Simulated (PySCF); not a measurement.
C4H15NOSi3

Input file:

```
{"job": {"kind": "nmr", "xc": "PBE0", "basis": "pcSseg-1"}, "charge": 0, "multiplicity": 1}
C      3.084195     1.633501     0.231212
C      2.114975     0.740832     0.348193
Si     1.658806    -0.521183    -0.972534
N      0.130444    -1.278879    -0.576683
Si    -0.044073    -2.934181    -0.094897
Si    -1.287019    -0.287994    -0.568524
C     -2.238823    -0.359935     1.072405
O     -0.632607     1.175094    -0.846274
C     -1.308242     2.389952    -0.916223
H      3.697722     1.684003    -0.654071
H      3.317284     2.353470     1.002662
H      1.525009     0.739072     1.257347
H      2.644921    -1.609678    -0.983195
H      1.566400     0.079805    -2.305401
H     -0.047038    -3.046393     1.369668
H     -1.325654    -3.412288    -0.615668
H      1.069405    -3.690258    -0.659601
H     -2.182643    -0.661064    -1.676261
H     -1.622460    -0.033889     1.906759
H     -2.565480    -1.372476     1.283374
H     -3.122507     0.272399     1.049595
H     -1.890859     2.570111    -0.009700
H     -0.567351     3.182169    -1.028009
H     -1.986142     2.407573    -1.773154
```

Launched as:

```sh
OMP_NUM_THREADS=1 python probes_run.py task.json out
```

Geometry: GFN2-xTB.

All numbers below come from PBE0/pcSseg-1, SCF density, gas phase, non-relativistic (PySCF).

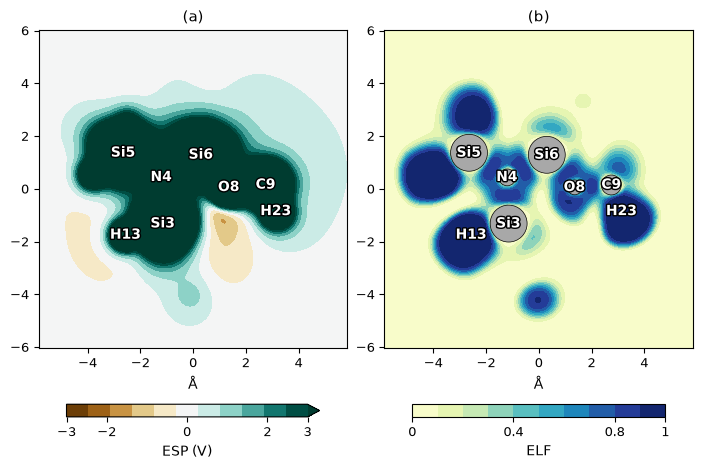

Figure 1. (a) molecular electrostatic potential; (b) ELF on the plane of atoms N4, Si3 and H13. Grey discs cover the atomic cores in the ELF map.

Read the bonding off the picture.

Answer. The plane passes through Si, N, O, C and H nuclei. C–O (1.39 Å): the ELF peaks at about 0.90 between the atoms, as expected for a shared but strongly polarised pair. Si–O (1.63 Å): the ELF peaks at about 0.85 between the atoms, as expected for a polar covalent bond. Si–N (1.73 Å): the ELF peaks at about 0.90 between the atoms, as expected for a polar covalent bond. C–H (1.09 Å): the ELF climbs to about 1 towards the hydrogen, as it does in any bond to H (a covalent bond by its length). Si–H (1.47 Å): the ELF climbs to about 1 towards the hydrogen. Outside the dense part of the molecule the potential is most negative (−1.4 V) near O8.

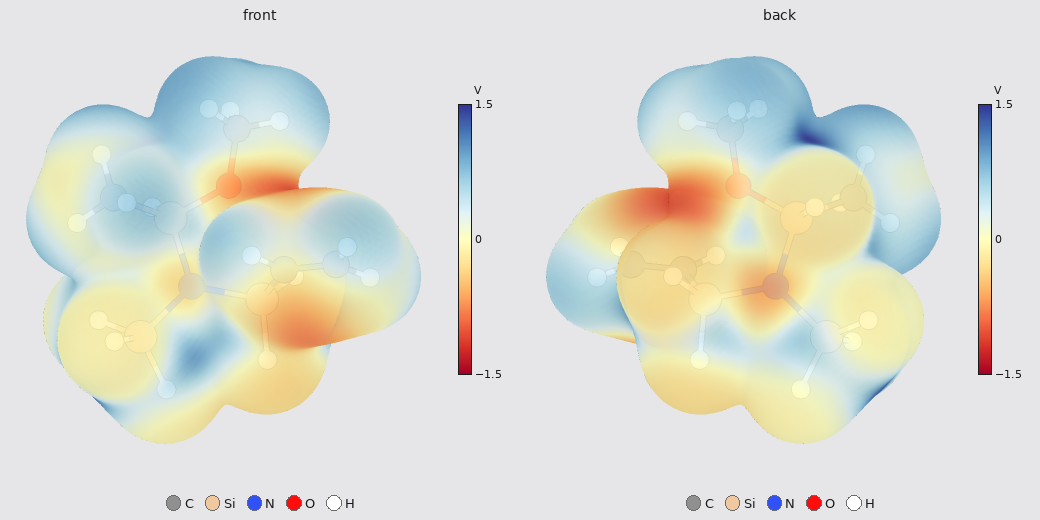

Figure 2. The molecular electrostatic potential painted on the density surface at 0.002 e/bohr³, seen from the front and from behind; red is negative and blue positive.

Where is the surface potential most negative and most positive?

Answer. The most negative region (about −1.0 V, or −23 kcal/mol for a unit charge) lies over C2 and O8, the most positive (about +1.3 V, or +30 kcal/mol for a unit charge) over Si5 and Si6.
